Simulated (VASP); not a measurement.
Band structure of Al (fcc). Level of theory: vdW-DF2, VASP's PBE PAW potentials (set 64) (plane waves; VASP).

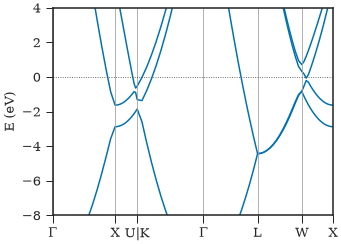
Fig. 1. Bands along high-symmetry lines, zero at the valence-band maximum or, without a gap, the Fermi level

**Question.** Read the plot: is there a gap, and where are the band edges?

**Answer.** It has no gap at this level: it comes out as a metal or semimetal. (Edges off the drawn lines would not show.)

The compound is Al in the fcc structure. It was relaxed first.
